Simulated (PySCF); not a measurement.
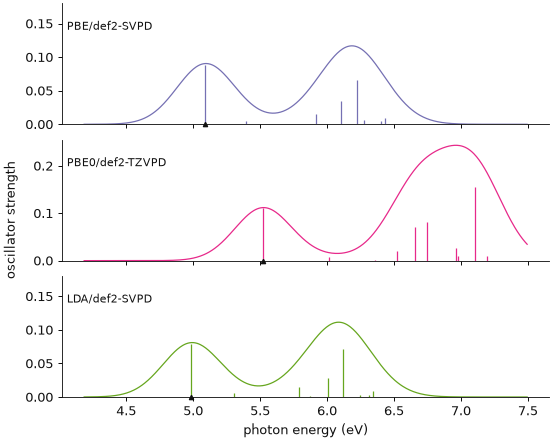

Vertical TDDFT spectra of Si₃H₇Br, SMILES [SiH3][SiH2][SiH2]Br at one geometry and several levels (PySCF 2.14.0, at a PBE0-D3(BJ)/def2-SVP geometry (no frequency check)); sticks with Gaussians of 1/e half-width 0.30 eV, the triangle marks S1, which has the same leading orbital pair at all these levels. Only the lowest states were computed, so the high end is incomplete. States within 0.01 eV of each other are merged, with their strengths summed. The highest state may be half of a pair whose partner wasn't computed.

Order the levels by their S1 energy.

Answer. From lowest to highest: LDA/def2-SVPD 4.99 eV, PBE/def2-SVPD 5.09 eV, PBE0/def2-TZVPD 5.52 eV; a spread of 0.54 eV.

Limits of at least one run: core orbitals are frozen in the response; one conformer of a flexible molecule; spin-orbit coupling is left out, and with Br it can shift these levels and split any degenerate set.
